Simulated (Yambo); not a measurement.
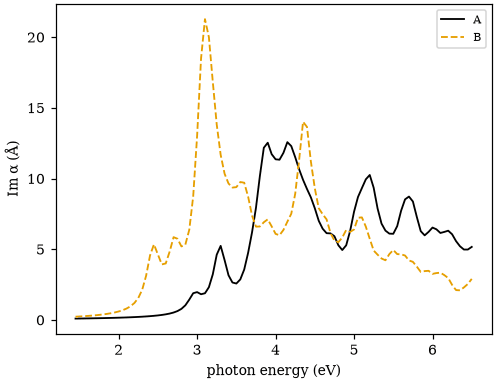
Figure: Two computed absorption spectra of a free-standing WS2 monolayer (symmetry P-6m2, slab cell 16.1 Å high) (Yambo, LDA bands with the same scissor, field along x)

Which curve includes the electron-hole attraction (BSE), and where are its main peaks?

Curve B: the attraction moves weight to lower energy (centre of the plotted range 4.0 eV against 4.7 eV). Its peaks lie at 2.5 eV, 3.1 eV, 4.3 eV, 5.1 eV. Settings: 18×18×1 mesh, 4 valence and 4 conduction bands, static screening with 38 bands and a 3 Ry block, scissor 0.97 eV, Tamm-Dancoff, stochastic integration of W near q = 0. The scissor comes from a G0W0 run whose convergence isn't established. Broadening 0.1 eV. The band window holds all transitions up to 6.5 eV. Fine structure above the onset can come from the mesh.

Spin-orbit coupling is not included.

Geometry relaxed with LDA; primitive cell a = 3.123 Å, b = 3.123 Å, c = 16.100 Å, α = 90.00°, β = 90.00°, γ = 120.00°.
